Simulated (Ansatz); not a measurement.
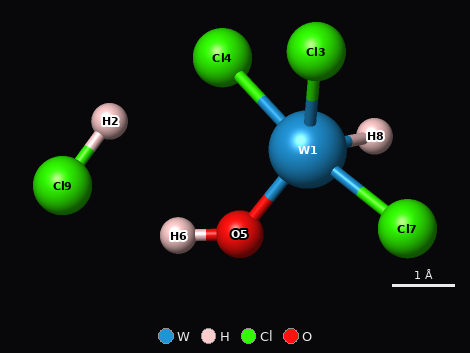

Fig. 1: The starting structure (ball-and-stick view, seen at a tilt; atoms are numbered from 1 in the order of the input). Sticks mark near contacts. Bond lengths as drawn: Cl–H 1.34 Å, Cl–W 2.29 to 2.41 Å, H–O 1.01 Å, H–W 1.69 Å and O–W 1.83 Å.

# WH3Cl4O: nudged elastic band

System: WH3Cl4O, multiplicity 2.
Method: UKS PBE/def2-SVP (Ansatz 0.2.0).

It belongs to a series of runs on one base structure; here: band between the two ends. Figures and captions count atoms from 1; the log counts them from 0 in places.

Input:
```yaml
crystal:
  periodic: [false, false, false]
  atoms:
    - { symbol: W, position_ang: [0.145152, -0.502916, -0.318387] }
    - { symbol: H, position_ang: [-0.421951, 1.616089, 2.309058] }
    - { symbol: Cl, position_ang: [2.410317, -0.747245, -0.138879] }
    - { symbol: Cl, position_ang: [0.411105, 1.79705, 0.349699] }
    - { symbol: O, position_ang: [-1.319037, -0.641533, 0.771415] }
    - { symbol: H, position_ang: [-1.466813, -0.265451, 1.695827] }
    - { symbol: Cl, position_ang: [-0.089768, -2.577825, -1.319688] }
    - { symbol: H, position_ang: [-0.356209, 0.16073, -1.790542] }
    - { symbol: Cl, position_ang: [-1.139897, 1.034803, 3.275197] }
magnetization:
  spin_polarized: true
  initial_magnetization: 1
basis:
  gaussian: { orbitals: def2-SVP }
hamiltonian:
  xc: pbe
neb:
  order_check: false
  images: 7
  f_tol: 0.03
  max_iterations: 44
  final_atoms:
    - { symbol: W, position_ang: [-0.12899544, -0.11038619, -0.38671266] }
    - { symbol: H, position_ang: [0.44330539, 0.19091475, 2.76249214] }
    - { symbol: Cl, position_ang: [1.87638508, -0.04764741, 0.81176276] }
    - { symbol: Cl, position_ang: [0.30767239, 2.07533182, -1.05191766] }
    - { symbol: O, position_ang: [-1.74884897, 0.03709393, 0.4575293] }
    - { symbol: H, position_ang: [-1.79761803, 0.13779909, 1.44903521] }
    - { symbol: Cl, position_ang: [0.15433448, -2.41257566, -0.5608922] }
    - { symbol: H, position_ang: [-0.23915209, -0.28976476, -2.0634154] }
    - { symbol: Cl, position_ang: [-0.69418381, 0.29293643, 3.41581852] }
  initial_path:
    images:
      - { positions_ang: [[0.145152, -0.502916, -0.318387], [-0.421951, 1.616089, 2.309058], [2.410317, -0.747245, -0.138879], [0.411105, 1.79705, 0.349699], [-1.319037, -0.641533, 0.771415], [-1.466813, -0.265451, 1.695827], [-0.089768, -2.577825, -1.319688], [-0.356209, 0.16073, -1.790542], [-1.139897, 1.034803, 3.275197]] }
      - { positions_ang: [[0.11029582, -0.39073102, -0.23790928], [-0.31990045, 1.23988354, 2.22341047], [2.40602531, -0.60049101, -0.09512173], [0.33686385, 1.92904209, 0.2132926], [-1.47232297, -0.47317256, 0.57282142], [-1.67110381, -0.19899042, 1.50269496], [-0.09299746, -2.54171137, -0.93902241], [-0.2614738, 0.07089151, -1.77048539], [-0.8624875, 0.83898124, 3.36401936]] }
      - { positions_ang: [[0.07543964, -0.27854603, -0.15743156], [-0.2178499, 0.86367807, 2.13776295], [2.40173362, -0.45373702, -0.05136446], [0.2626227, 2.06103418, 0.0768862], [-1.62560894, -0.30481211, 0.37422784], [-1.87539462, -0.13252984, 1.30956291], [-0.09622692, -2.50559775, -0.55835682], [-0.1667386, -0.01894698, -1.75042878], [-0.58507799, 0.64315948, 3.45284172]] }
      - { positions_ang: [[0.04058347, -0.16636105, -0.07695384], [-0.11579935, 0.48747261, 2.05211542], [2.39744192, -0.30698304, -0.00760719], [0.18838156, 2.19302627, -0.05952019], [-1.7788949, -0.13645167, 0.17563427], [-2.07968543, -0.06606925, 1.11643087], [-0.09945637, -2.46948412, -0.17769124], [-0.07200341, -0.10878546, -1.73037218], [-0.30766849, 0.44733772, 3.54166408]] }
      - { positions_ang: [[0.00572729, -0.05417607, 0.00352388], [-0.0137488, 0.11126714, 1.9664679], [2.39315023, -0.16022905, 0.03615008], [0.11414041, 2.32501835, -0.19592659], [-1.93218087, 0.03190878, -0.02295931], [-2.28397624, 0.00039133, 0.92329882], [-0.10268583, -2.43337049, 0.20297435], [0.02273179, -0.19862395, -1.71031557], [-0.03025899, 0.25151596, 3.63048643]] }
      - { positions_ang: [[-0.02795339, -0.0682286, -0.09403526], [0.10051475, 0.13117905, 2.16547396], [2.26395894, -0.13208364, 0.23005325], [0.1625234, 2.26259672, -0.40992436], [-1.8863479, 0.03320507, 0.09716284], [-2.16238669, 0.03474327, 1.05473292], [-0.03843075, -2.42817178, 0.01200771], [-0.04273918, -0.22140915, -1.79859053], [-0.19624019, 0.26187108, 3.57681946]] }
      - { positions_ang: [[-0.06163407, -0.08228113, -0.19159439], [0.2147783, 0.15109095, 2.36448002], [2.13476765, -0.10393823, 0.42395642], [0.2109064, 2.20017509, -0.62392213], [-1.84051492, 0.03450136, 0.21728499], [-2.04079714, 0.06909521, 1.18616702], [0.02582433, -2.42297308, -0.17895893], [-0.10821015, -0.24419435, -1.88686548], [-0.3622214, 0.27222619, 3.52315248]] }
      - { positions_ang: [[-0.09531476, -0.09633366, -0.28915353], [0.32904185, 0.17100285, 2.56348608], [2.00557637, -0.07579282, 0.61785959], [0.25928939, 2.13775346, -0.8379199], [-1.79468195, 0.03579764, 0.33740715], [-1.91920758, 0.10344715, 1.31760111], [0.09007941, -2.41777437, -0.36992556], [-0.17368112, -0.26697956, -1.97514044], [-0.52820261, 0.28258131, 3.4694855]] }
      - { positions_ang: [[-0.12899544, -0.11038619, -0.38671266], [0.44330539, 0.19091475, 2.76249214], [1.87638508, -0.04764741, 0.81176276], [0.30767239, 2.07533182, -1.05191766], [-1.74884897, 0.03709393, 0.4575293], [-1.79761803, 0.13779909, 1.44903521], [0.15433448, -2.41257566, -0.5608922], [-0.23915209, -0.28976476, -2.0634154], [-0.69418381, 0.29293643, 3.41581852]] }
```

Machine: 4 threads of Arm Neoverse V2, 24 GiB of memory available, shared host.

Launch command:
```bash
ansatz run input.yaml --threads 4 --pin off --max-ram 5120MiB --backend cpu --events-out ev --progress --plain --runs-dir out
```

The program's output:
```
Engine: ansatz 0.2.0, aarch64-unknown-linux-gnu
Functional definition: PBE
  parameter kappa = 0.804
  parameter beta = 0.06672455060314922
  exchange = pbe_x(kappa = kappa, mu = beta*pi^2/3)
  correlation = pbe_c(beta = beta)
1404 factors; their error is unknown
mean field evaluation 1: about -53972.3840 eV, gradient 3.9e1 eV
mean field evaluation 2: about -53844.0608 eV, gradient 1.6e2 eV
mean field evaluation 4: about -53976.9206 eV, gradient 1.6e1 eV
mean field evaluation 8: about -53978.2413 eV, gradient 2.2e-1 eV
mean field evaluation 16: about -53978.1583 eV, gradient 1.3e-3 eV
mean field evaluation 32: about -53977.9565 eV, gradient 1.4e0 eV
mean field -53978.15827320 eV, -1983.6607288303 hartree, gradient 2.4e-5 eV, S^2 0.754375; 4 other end points of the search recorded, 0 dependent functions left out
the calculation of the forces begins
reference -53978.15833738 eV, -1983.6607311887 hartree; 47, 46 occupied and 86, 87 virtual orbitals, 1404 factors
1404 factors; their error is unknown
mean field evaluation 64: about -53977.7192 eV, gradient 1.6e0 eV
mean field -53978.05462773 eV, -1983.6569199294 hartree, gradient 2.3e-5 eV, S^2 0.754334; 2 other end points of the search recorded, 0 dependent functions left out
[... from here on the field's lines of each further geometry are left out, up to the last ...]
NEB iter   1: max|band force component| = 3.773e0 eV/Å  barrier→ = 2.5563 eV  barrier← = 2.4527 eV  Δτ_max = 0.2000 Å  (1205 SCF iters)
NEB iter   2: max|band force component| = 2.297e0 eV/Å  barrier→ = 1.4041 eV  barrier← = 1.3004 eV  Δτ_max = 0.2000 Å  (376 SCF iters)
NEB iter   3: max|band force component| = 5.487e0 eV/Å  barrier→ = 1.1974 eV  barrier← = 1.0937 eV  Δτ_max = 0.0994 Å  (316 SCF iters)
NEB iter   4: max|band force component| = 8.774e-1 eV/Å  barrier→ = 0.7661 eV  barrier← = 0.6625 eV  Δτ_max = 0.2000 Å  (289 SCF iters)
NEB iter   5: max|band force component| = 1.435e0 eV/Å  barrier→ = 0.5555 eV  barrier← = 0.4519 eV  Δτ_max = 0.0995 Å  (296 SCF iters)
NEB iter   6: max|band force component| = 6.282e-1 eV/Å  barrier→ = 0.4753 eV  barrier← = 0.3717 eV  Δτ_max = 0.1963 Å  (287 SCF iters)
NEB iter   7: max|band force component| = 5.522e-1 eV/Å  barrier→ = 0.3577 eV  barrier← = 0.2541 eV  Δτ_max = 0.1961 Å  (287 SCF iters)
NEB iter   8: max|band force component| = 3.824e-1 eV/Å  barrier→ = 0.2753 eV  barrier← = 0.1717 eV  CI = image 4  Δτ_max = 0.1981 Å  (271 SCF iters)
NEB iter   9: max|band force component| = 4.739e-1 eV/Å  barrier→ = 0.2036 eV  barrier← = 0.1000 eV  CI = image 4  Δτ_max = 0.1009 Å  (278 SCF iters)
NEB iter  10: max|band force component| = 3.366e-1 eV/Å  barrier→ = 0.2044 eV  barrier← = 0.1007 eV  CI = image 4  Δτ_max = 0.1018 Å  (265 SCF iters)
NEB iter  11: max|band force component| = 3.845e-1 eV/Å  barrier→ = 0.2158 eV  barrier← = 0.1122 eV  CI = image 4  Δτ_max = 0.1002 Å  (267 SCF iters)
NEB iter  12: max|band force component| = 6.891e-1 eV/Å  barrier→ = 0.2462 eV  barrier← = 0.1426 eV  CI = image 4  Δτ_max = 0.0998 Å  (269 SCF iters)
NEB iter  13: max|band force component| = 5.642e-1 eV/Å  barrier→ = 0.2461 eV  barrier← = 0.1425 eV  CI = image 4  Δτ_max = 0.2000 Å  (260 SCF iters)
NEB iter  14: max|band force component| = 1.908e-1 eV/Å  barrier→ = 0.2062 eV  barrier← = 0.1026 eV  CI = image 4  Δτ_max = 0.2000 Å  (270 SCF iters)
NEB iter  15: max|band force component| = 4.337e-1 eV/Å  barrier→ = 0.1808 eV  barrier← = 0.0772 eV  CI = image 4  Δτ_max = 0.1003 Å  (272 SCF iters)
NEB iter  16: max|band force component| = 3.542e-1 eV/Å  barrier→ = 0.1819 eV  barrier← = 0.0783 eV  CI = image 4  Δτ_max = 0.1033 Å  (267 SCF iters)
NEB iter  17: max|band force component| = 3.723e-1 eV/Å  barrier→ = 0.1743 eV  barrier← = 0.0707 eV  CI = image 4  Δτ_max = 0.0999 Å  (267 SCF iters)
NEB iter  18: max|band force component| = 3.350e-1 eV/Å  barrier→ = 0.1641 eV  barrier← = 0.0604 eV  CI = image 4  Δτ_max = 0.1004 Å  (262 SCF iters)
NEB iter  19: max|band force component| = 4.445e-1 eV/Å  barrier→ = 0.1520 eV  barrier← = 0.0483 eV  CI = image 4  Δτ_max = 0.0506 Å  (270 SCF iters)
NEB iter  20: max|band force component| = 1.932e-1 eV/Å  barrier→ = 0.1457 eV  barrier← = 0.0420 eV  CI = image 4  Δτ_max = 0.0994 Å  (264 SCF iters)
NEB iter  21: max|band force component| = 1.007e0 eV/Å  barrier→ = 0.1321 eV  barrier← = 0.0285 eV  CI = image 6  Δτ_max = 0.0501 Å  (261 SCF iters)
NEB iter  22: max|band force component| = 9.351e-1 eV/Å  barrier→ = 0.1390 eV  barrier← = 0.0353 eV  CI = image 6  Δτ_max = 0.1003 Å  (264 SCF iters)
NEB iter  23: max|band force component| = 9.604e-1 eV/Å  barrier→ = 0.1476 eV  barrier← = 0.0439 eV  CI = image 6  Δτ_max = 0.1004 Å  (270 SCF iters)
NEB iter  24: max|band force component| = 1.193e0 eV/Å  barrier→ = 0.1517 eV  barrier← = 0.0481 eV  CI = image 6  Δτ_max = 0.1975 Å  (272 SCF iters)
NEB iter  25: max|band force component| = 4.547e-1 eV/Å  barrier→ = 0.1698 eV  barrier← = 0.0662 eV  CI = image 5  Δτ_max = 0.2000 Å  (268 SCF iters)
NEB iter  26: max|band force component| = 1.140e0 eV/Å  barrier→ = 0.1515 eV  barrier← = 0.0479 eV  CI = image 6  Δτ_max = 0.0999 Å  (265 SCF iters)
NEB iter  27: max|band force component| = 5.852e-1 eV/Å  barrier→ = 0.1516 eV  barrier← = 0.0480 eV  CI = image 6  Δτ_max = 0.1464 Å  (273 SCF iters)
NEB iter  28: max|band force component| = 2.165e-1 eV/Å  barrier→ = 0.1517 eV  barrier← = 0.0480 eV  CI = image 6  Δτ_max = 0.0624 Å  (267 SCF iters)
NEB iter  29: max|band force component| = 1.471e-1 eV/Å  barrier→ = 0.1516 eV  barrier← = 0.0479 eV  CI = image 6  Δτ_max = 0.0316 Å  (264 SCF iters)
NEB iter  30: max|band force component| = 7.561e-2 eV/Å  barrier→ = 0.1515 eV  barrier← = 0.0479 eV  CI = image 6  Δτ_max = 0.0199 Å  (257 SCF iters)
NEB iter  31: max|band force component| = 9.992e-2 eV/Å  barrier→ = 0.1515 eV  barrier← = 0.0479 eV  CI = image 6  Δτ_max = 0.0100 Å  (232 SCF iters)
NEB iter  32: max|band force component| = 5.990e-2 eV/Å  barrier→ = 0.1515 eV  barrier← = 0.0479 eV  CI = image 6  Δτ_max = 0.0100 Å  (226 SCF iters)
NEB iter  33: max|band force component| = 5.371e-2 eV/Å  barrier→ = 0.1515 eV  barrier← = 0.0479 eV  CI = image 6  Δτ_max = 0.0050 Å  (241 SCF iters)
NEB iter  34: max|band force component| = 3.144e-2 eV/Å  barrier→ = 0.1515 eV  barrier← = 0.0479 eV  CI = image 6  Δτ_max = 0.0050 Å  (226 SCF iters)
the calculation of the forces begins
reference -53978.04491704 eV, -1983.6565630683 hartree; 47, 46 occupied and 86, 87 virtual orbitals, 1404 factors
1404 factors; their error is unknown
mean field evaluation 2464: about -53977.6206 eV, gradient 9.3e0 eV
mean field -53978.00675845 eV, -1983.6551607661 hartree, gradient 3.4e-5 eV, S^2 0.754258; 5 other end points of the search recorded, 0 dependent functions left out
the calculation of the forces begins
reference -53978.00682430 eV, -1983.6551631857 hartree; 47, 46 occupied and 86, 87 virtual orbitals, 1404 factors
NEB iter  35: max|band force component| = 2.212e-2 eV/Å  barrier→ = 0.1515 eV  barrier← = 0.0479 eV  CI = image 6  Δτ_max = 0.0000 Å  (825 SCF iters)
```

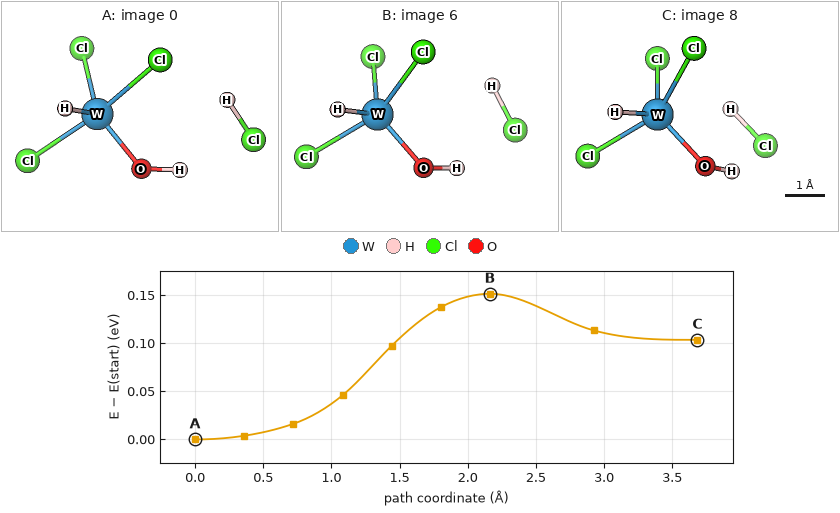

Fig. 2: Images of the last band (counted from 0; ball-and-stick, seen at a tilt) above the energy along the path; the line is a cubic interpolation that uses the forces. The highest image is number 6, 0.152 eV above the start and 0.048 eV above the end (the climbing image); the end lies 0.104 eV above the start. The path is 3.68 Å long. The band converged in 35 iterations.

```
Total energy: -53978.00682430 eV, -1983.6551631857 hartree
Atom 0 at    -0.076137    -0.305467    -0.387215 Å, force     0.000980    -0.000736     0.000209 eV/Å
Atom 1 at     0.321439     0.996544     2.805302 Å, force    -0.000506    -0.000135     0.000325 eV/Å
Atom 2 at     2.009628    -0.557169     0.577598 Å, force    -0.000980     0.000454    -0.000463 eV/Å
Atom 3 at     0.348873     1.993131    -0.486772 Å, force     0.000282     0.000803     0.000037 eV/Å
Atom 4 at    -1.673460    -0.260810     0.516905 Å, force     0.000002     0.000400     0.000785 eV/Å
Atom 5 at    -1.734562    -0.023173     1.481343 Å, force    -0.000218    -0.000276    -0.000605 eV/Å
Atom 6 at     0.006473    -2.540218    -1.026461 Å, force    -0.000189    -0.000052    -0.000021 eV/Å
Atom 7 at    -0.243375    -0.097553    -2.057804 Å, force     0.000071    -0.000401     0.000010 eV/Å
Atom 8 at    -0.785980     0.668417     3.410804 Å, force     0.000557    -0.000057    -0.000277 eV/Å
Dipole moment:    -0.208486     0.181065     0.518019 e Å
this run last wrote the band of iteration 35 to [file]
```

The last band as extended XYZ (Å, eV, eV/Å):
```
9
Properties=species:S:1:pos:R:3:forces:R:3 image=0 energy=-53978.15827
W     0.1452   -0.5029   -0.3184   -0.0161  -0.0051  -0.0152
H    -0.4220    1.6161    2.3091   -0.0139  -0.0070   0.0127
Cl    2.4103   -0.7472   -0.1389    0.0007  -0.0107  -0.0045
Cl    0.4111    1.7971    0.3497   -0.0028   0.0030   0.0060
O    -1.3190   -0.6415    0.7714    0.0027   0.0066   0.0177
H    -1.4668   -0.2655    1.6958   -0.0006  -0.0054  -0.0177
Cl   -0.0898   -2.5778   -1.3197    0.0106   0.0124   0.0092
H    -0.3562    0.1607   -1.7905    0.0038  -0.0014   0.0097
Cl   -1.1399    1.0348    3.2752    0.0154   0.0076  -0.0179
9
Properties=species:S:1:pos:R:3:forces:R:3 image=1 energy=-53978.15446
W     0.0991   -0.4759   -0.3157    0.0029  -0.0019  -0.0003
H    -0.3288    1.5769    2.3006   -0.0069   0.0019   0.0013
Cl    2.3425   -0.7286    0.0387    0.0042  -0.0035  -0.0092
Cl    0.3393    1.8441    0.2715    0.0046  -0.0031   0.0046
O    -1.4141   -0.5924    0.7107    0.0052  -0.0022   0.0044
H    -1.5320   -0.2497    1.6497    0.0039  -0.0006   0.0019
Cl   -0.0613   -2.5792   -1.2698   -0.0023  -0.0002  -0.0037
H    -0.3049    0.1330   -1.8404   -0.0024   0.0021   0.0026
Cl   -0.9668    0.9455    3.2882   -0.0093   0.0075  -0.0015
9
Properties=species:S:1:pos:R:3:forces:R:3 image=2 energy=-53978.14202
W     0.0550   -0.4517   -0.3074    0.0023  -0.0058   0.0023
H    -0.2192    1.5408    2.2964   -0.0166   0.0089  -0.0123
Cl    2.2618   -0.7227    0.2214    0.0123  -0.0106  -0.0162
Cl    0.3049    1.8819    0.1859    0.0067  -0.0071   0.0177
O    -1.5128   -0.5236    0.6430    0.0100  -0.0074   0.0072
H    -1.6152   -0.2126    1.5910    0.0111  -0.0020   0.0068
Cl   -0.0550   -2.5895   -1.1925   -0.0064   0.0007  -0.0096
H    -0.2370    0.0848   -1.8841   -0.0034   0.0084   0.0067
Cl   -0.8097    0.8664    3.2799   -0.0160   0.0150  -0.0026
9
Properties=species:S:1:pos:R:3:forces:R:3 image=3 energy=-53978.11234
W     0.0178   -0.4227   -0.3109    0.0111  -0.0174   0.0081
H    -0.0974    1.4985    2.3698   -0.0430   0.0282  -0.0552
Cl    2.1849   -0.6896    0.3762    0.0195  -0.0240  -0.0251
Cl    0.2930    1.9168    0.0449    0.0015  -0.0088   0.0701
O    -1.5918   -0.4517    0.5740    0.0076  -0.0165   0.0111
H    -1.6981   -0.1651    1.5243    0.0105  -0.0101   0.0076
Cl   -0.0254   -2.6044   -1.0977   -0.0163   0.0004  -0.0152
H    -0.1850    0.0035   -1.9353    0.0035   0.0216   0.0186
Cl   -0.7251    0.7882    3.2884    0.0056   0.0265  -0.0200
9
Properties=species:S:1:pos:R:3:forces:R:3 image=4 energy=-53978.06077
W    -0.0073   -0.3911   -0.3352    0.0096  -0.0128   0.0079
H     0.0157    1.4194    2.5301   -0.0579   0.0464  -0.0488
Cl    2.1312   -0.6326    0.4660    0.0203  -0.0294  -0.0249
Cl    0.2986    1.9458   -0.1594    0.0012  -0.0101   0.0789
O    -1.6246   -0.3987    0.5368    0.0070  -0.0172   0.0066
H    -1.7284   -0.1282    1.4893    0.0017  -0.0130   0.0057
Cl    0.0223   -2.6042   -1.0412   -0.0176  -0.0042  -0.0144
H    -0.1791   -0.0678   -1.9871    0.0069   0.0206   0.0154
Cl   -0.7554    0.7311    3.3345    0.0287   0.0198  -0.0266
9
Properties=species:S:1:pos:R:3:forces:R:3 image=5 energy=-53978.02062
W    -0.0372   -0.3551   -0.3629   -0.0065  -0.0062   0.0133
H     0.1636    1.2541    2.6905   -0.0466   0.0337  -0.0046
Cl    2.0713   -0.6133    0.5294    0.0082  -0.0185  -0.0184
Cl    0.3446    1.9627   -0.3465    0.0035  -0.0005   0.0372
O    -1.6500   -0.3203    0.5168    0.0180  -0.0118  -0.0175
H    -1.7400   -0.0648    1.4736    0.0011  -0.0054   0.0149
Cl    0.0092   -2.5845   -1.0206   -0.0108  -0.0085  -0.0093
H    -0.1950   -0.1016   -2.0281    0.0039   0.0091   0.0061
Cl   -0.7935    0.6965    3.3817    0.0291   0.0080  -0.0218
9
Properties=species:S:1:pos:R:3:forces:R:3 image=6 energy=-53978.00676
W    -0.0761   -0.3055   -0.3872    0.0010  -0.0007   0.0002
H     0.3214    0.9965    2.8053   -0.0005  -0.0001   0.0003
Cl    2.0096   -0.5572    0.5776   -0.0010   0.0005  -0.0005
Cl    0.3489    1.9931   -0.4868    0.0003   0.0008   0.0000
O    -1.6735   -0.2608    0.5169    0.0000   0.0004   0.0008
H    -1.7346   -0.0232    1.4813   -0.0002  -0.0003  -0.0006
Cl    0.0065   -2.5402   -1.0265   -0.0002  -0.0001   0.0000
H    -0.2434   -0.0976   -2.0578    0.0001  -0.0004   0.0000
Cl   -0.7860    0.6684    3.4108    0.0006  -0.0001  -0.0003
9
Properties=species:S:1:pos:R:3:forces:R:3 image=7 energy=-53978.04485
W    -0.1306   -0.2143   -0.3743   -0.0056   0.0060  -0.0016
H     0.4571    0.4693    2.7388    0.0119  -0.0318  -0.0059
Cl    1.8750   -0.3269    0.8132   -0.0066   0.0129   0.0158
Cl    0.3045    2.0453   -0.7209   -0.0017   0.0015  -0.0148
O    -1.7446   -0.1743    0.4952   -0.0030   0.0065   0.0013
H    -1.7851    0.0554    1.4652   -0.0043   0.0052  -0.0028
Cl    0.1369   -2.4671   -0.8816    0.0070   0.0043   0.0096
H    -0.2523   -0.1560   -2.0599   -0.0007  -0.0046   0.0004
Cl   -0.6880    0.6422    3.3579    0.0030   0.0000  -0.0021
9
Properties=species:S:1:pos:R:3:forces:R:3 image=8 energy=-53978.05463
W    -0.1290   -0.1104   -0.3867    0.0020  -0.0005   0.0006
H     0.4433    0.1909    2.7625    0.0013   0.0001  -0.0005
Cl    1.8764   -0.0476    0.8118   -0.0022  -0.0002  -0.0008
Cl    0.3077    2.0753   -1.0519   -0.0002   0.0005  -0.0002
O    -1.7488    0.0371    0.4575    0.0012  -0.0008  -0.0013
H    -1.7976    0.1378    1.4490   -0.0006   0.0004   0.0022
Cl    0.1543   -2.4126   -0.5609   -0.0005   0.0001  -0.0004
H    -0.2392   -0.2898   -2.0634    0.0003   0.0002   0.0007
Cl   -0.6942    0.2929    3.4158   -0.0013   0.0002  -0.0004
```

Results in brief:

| quantity | value |
| --- | --- |
| outcome | converged |
| barrier, forward | 0.151 eV |
| barrier, backward | 0.048 eV |
| wall time | 17 min (CPU time 65 min) |
| peak memory | 0.44 GiB |

The order of the saddle point was not checked.
